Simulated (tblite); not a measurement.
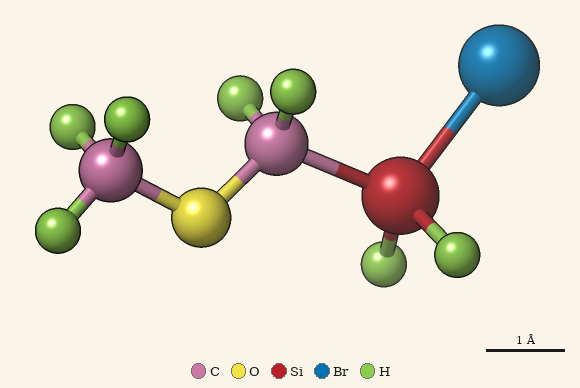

Starting structure of C2H7BrOSi. The picture is a ball-and-stick view, seen at a tilt.

These are results of GFN2-xTB geometry optimisation, gas phase (tblite), not measurements.

```xyz
12

C    -1.9905    0.5585   -0.4135
O    -1.0268   -0.1645    0.3098
C     0.3190    0.0939   -0.1502
Si    1.7004   -0.7981    0.7212
Br    3.6264   -0.2071   -0.1975
H    -1.9799    0.2787   -1.4722
H    -1.8321    1.6405   -0.3085
H    -2.9789    0.3222   -0.0038
H     0.3596   -0.1699   -1.2156
H     0.4907    1.1735   -0.0617
H     1.5609   -2.2826    0.5929
H     1.7524   -0.4457    2.1730
```

**Where does the relaxation end?**

The largest move after the best rigid fit is that of H8, 0.24 Å. Largest moves by element: H 0.24 Å, Br 0.20 Å, C 0.17 Å, O 0.15 Å, Si 0.10 Å. Some distances before and after: Si4–H11 1.497 → 1.454 Å, Si4–H12 1.495 → 1.454 Å, C3–Si4 1.861 → 1.896 Å, O2–C3 1.446 → 1.413 Å. Bond angles that change, for instance: O2–C3–Si4 117.2° → 104.2°, H11–Si4–H12 108.7° → 114.4°, Si4–C3–H9 108.2° → 112.5°. Over 32 geometry steps the energy falls by 17.6 kJ/mol.

History of the run:

```
step  E − E(0), kJ/mol
   0              0.00
   1             -7.05
   2             -9.28
   3            -10.43
   4            -12.51
   5            -13.85
   6            -14.38
   7            -14.57
   8            -14.70
   9            -14.87
  10            -15.08
  11            -15.29
  12            -15.51
  13            -15.78
  15            -16.22
  16            -16.31
  17            -16.37
  18            -16.45
  19            -16.55
  20            -16.66
  22            -16.96
  23            -17.15
  24            -17.34
  25            -17.46
  26            -17.51
  27            -17.54
  29            -17.56
  30            -17.57
  31            -17.57
  32            -17.57
```

The structure at the end:

```xyz
12

C    -1.9641    0.5072   -0.3536
O    -0.8874   -0.1408    0.2732
C     0.3715    0.1943   -0.2737
Si    1.6075   -0.8144    0.7506
Br    3.6229   -0.3395   -0.0448
H    -2.0166    0.2461   -1.4178
H    -1.8766    1.5969   -0.2625
H    -2.8687    0.1709    0.1495
H     0.4075   -0.0581   -1.3445
H     0.5489    1.2782   -0.1994
H     1.4330   -2.2447    0.5534
H     1.6232   -0.3968    2.1435
```

After the run, drawn alike:

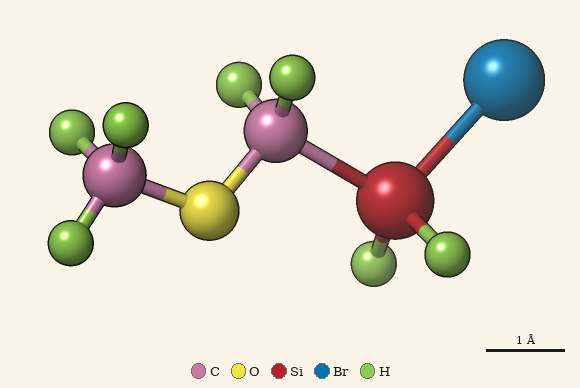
